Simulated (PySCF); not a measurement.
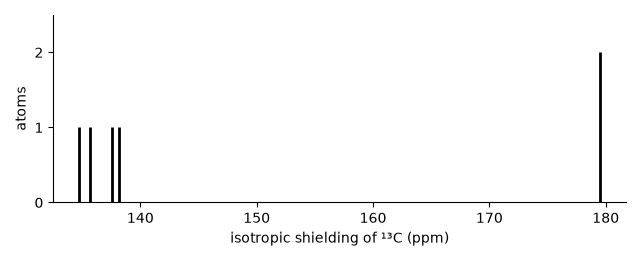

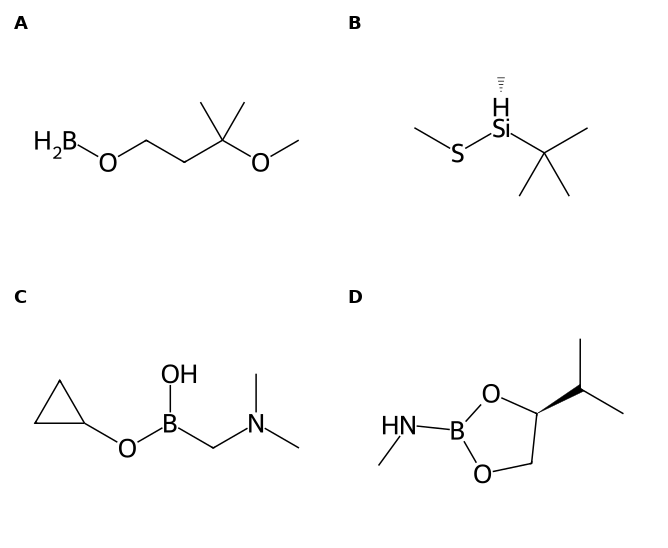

The sticks are computed shieldings of one of the molecules, for one fixed geometry (GFN2-xTB) without averaging over rotations. Low shielding means a high chemical shift. Method: GIAO PBE0/pcSseg-1 NMR shielding, non-relativistic, gas phase (PySCF 2.14.0).

> Which molecule gives this pattern?

C, `CN(C)CB(O)OC1CC1`. Its 6 C atoms give lines at 134.7, 135.6, 137.6, 138.2, 179.5 (2 atoms) ppm.

The geometry is semi-empirical. Around B, Si such bond lengths and angles can be off by a tenth of an ångström or more and by several degrees, and values that hang on the shape move with them.
